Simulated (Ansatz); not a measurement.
Frequency calculation of SiH4O

- system: SiH4O
- method: RKS BHLYP/cc-pVDZ (Ansatz 0.2.0)

It belongs to a series of runs on one base structure; here: vibrations at the highest image of the band. Figures and captions count atoms from 1; the log counts them from 0 in places.

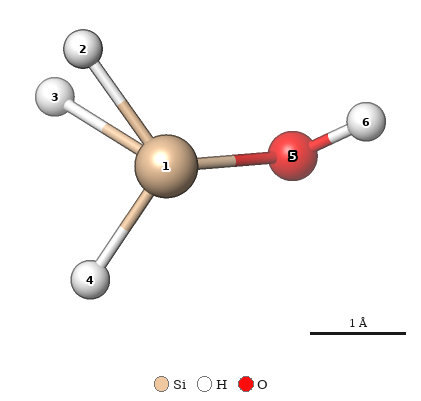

Fig. 1: The structure (ball-and-stick view, seen at a tilt; atoms are numbered from 1 in the order of the input).

Input:
```yaml
crystal:
  periodic: [false, false, false]
  atoms:
    - { symbol: Si, position_ang: [-0.317587, 0.040132, 0.415391] }
    - { symbol: H, position_ang: [0.917023, -0.018246, 1.292759] }
    - { symbol: H, position_ang: [1.350925, 0.119971, 0.212964] }
    - { symbol: H, position_ang: [-0.248494, 1.191373, -0.508193] }
    - { symbol: O, position_ang: [-0.650806, -1.365841, -0.452302] }
    - { symbol: H, position_ang: [-1.19386, -1.98339, 0.032981] }
basis:
  gaussian: { orbitals: cc-pVDZ }
hamiltonian:
  xc: { name: BHLYP }
phonons: {}
```

Hardware: 1 thread of Intel Xeon @ 2.60GHz (Ice Lake), 24 GiB of memory available, shared host.

Launched with:
```bash
ansatz run input.yaml --threads 1 --pin off --max-ram 2048MiB --backend cpu --events-out ev --progress --plain --runs-dir out
```

Output:
```
Engine: ansatz 0.2.0, x86_64-unknown-linux-gnu
Functional definition: BHLYP
  parameter a = 0.5
  exchange = (1 - a)*b88_x + a*exact_x
  correlation = lyp_c
559 factors; integrals over basis functions are off by at most 5.6e-4 eV
mean field evaluation 1: about -9983.4478 eV, gradient 4.0e1 eV
mean field evaluation 2: about -9981.6415 eV, gradient 5.1e1 eV
mean field evaluation 4: about -9986.2704 eV, gradient 5.6e-1 eV
mean field evaluation 8: about -9986.2719 eV, gradient 5.7e-3 eV
mean field -9986.27185555 eV, -366.9887217533 hartree, gradient 5.7e-5 eV, S^2 0.000000; 0 other end points of the search recorded, 0 dependent functions left out
the calculation of the forces begins
reference -9986.27199229 eV, -366.9887267783 hartree; 13, 13 occupied and 39, 39 virtual orbitals, 559 factors
these checks for a lower state are left out or cut short: stability, starts, cluster_reference, orbital_swaps, neighbouring_geometries, increment
559 factors; integrals over basis functions are off by at most 5.6e-4 eV
mean field evaluation 16: about -9986.2718 eV, gradient 6.7e-5 eV
mean field -9986.27182436 eV, -366.9887206071 hartree, gradient 1.2e-6 eV, S^2 0.000000; 0 other end points of the search recorded, 0 dependent functions left out
[... from here on the field's lines of each further geometry are left out, up to the last ...]
the calculation of the forces begins
reference -9986.27193147 eV, -366.9887245431 hartree; 13, 13 occupied and 39, 39 virtual orbitals, 559 factors
these checks for a lower state are left out or cut short: stability, starts, cluster_reference, orbital_swaps, neighbouring_geometries, increment
559 factors; integrals over basis functions are off by at most 5.6e-4 eV
mean field -9986.27181932 eV, -366.9887204217 hartree, gradient 7.3e-7 eV, S^2 0.000000; 0 other end points of the search recorded, 0 dependent functions left out
the calculation of the forces begins
reference -9986.27195605 eV, -366.9887254466 hartree; 13, 13 occupied and 39, 39 virtual orbitals, 559 factors
WARN: phonons: modes at or below zero, which the zero-point energy, F, S and C_V leave out: 1, the lowest at -1413.37 cm⁻¹. A minimum has none, and a first-order saddle one
Total energy: -9986.27199229 eV, -366.9887267783 hartree
Atom 0 at    -0.317587     0.040132     0.415391 Å, force    -0.001804    -0.001291    -0.004914 eV/Å
Atom 1 at     0.917023    -0.018246     1.292759 Å, force     0.003349    -0.001046     0.002395 eV/Å
Atom 2 at     1.350925     0.119971     0.212964 Å, force     0.000331     0.001135     0.000050 eV/Å
Atom 3 at    -0.248494     1.191373    -0.508193 Å, force    -0.000308     0.001473    -0.000987 eV/Å
Atom 4 at    -0.650806    -1.365841    -0.452302 Å, force    -0.001499     0.001446     0.008362 eV/Å
Atom 5 at    -1.193860    -1.983390     0.032981 Å, force    -0.000070    -0.001717    -0.004905 eV/Å
Dipole moment:    -0.108787    -0.077278     0.254188 e Å
Vibrations: -1413.37 315.90 620.89 750.13 770.52 856.67 986.77 1095.93 1618.93 2206.90 2306.54 4000.41 cm⁻¹, zero-point energy 0.962714 eV
```

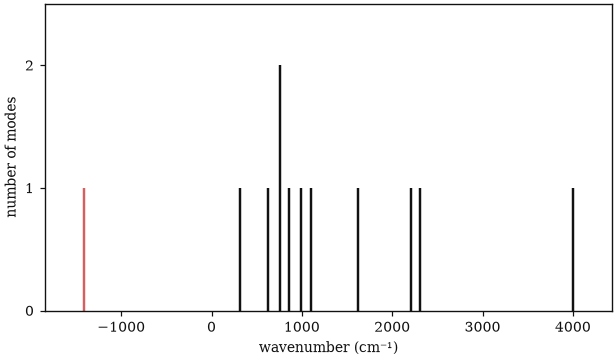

Fig. 2: Harmonic vibrational wavenumbers from the force constants; neighbouring modes closer than 25 cm⁻¹ are counted in one stick, and imaginary ones are drawn at negative wavenumbers. 12 modes from 1413i to 4000 cm⁻¹, 1 imaginary beyond 8i (1413i cm⁻¹): a first-order saddle point, if the geometry is stationary.

Results in brief:

| quantity | value |
| --- | --- |
| outcome | converged |
| total energy | −9986.2720 eV |
| mean-field energy | −9986.2720 eV |
| largest force (length of the vector) | 0.009 eV/Å |
| wall time | 28 s |
| peak memory | 0.12 GiB |
